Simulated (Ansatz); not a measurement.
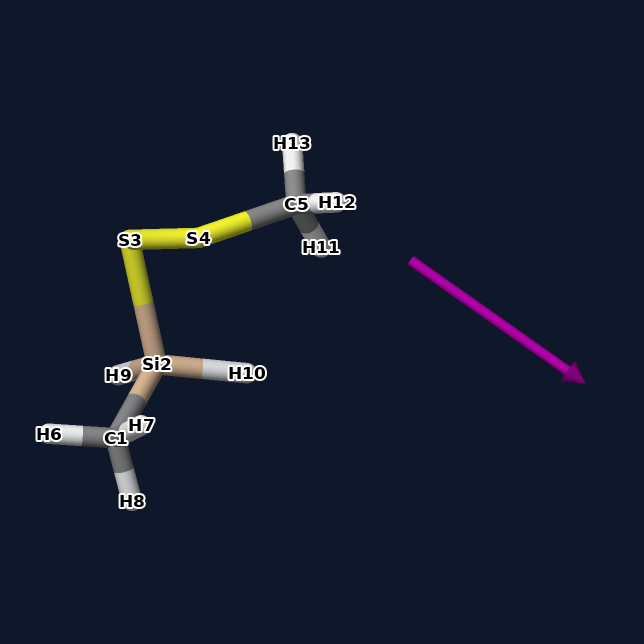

The arrow beside the molecule shows the direction of the dipole moment, from the negative to the positive end (its length means nothing). The computed structure is the end point of a PBE-D4/def2-SVP optimisation. No frequency run is at hand to confirm it as a minimum. Method: RKS PBE-D4/def2-SVP (Ansatz 0.2.0).

Question: How large is the dipole moment?

Answer: 1.62 D; it points from the side of S3 to the side of H10, H11 (the outermost atoms at the two ends).
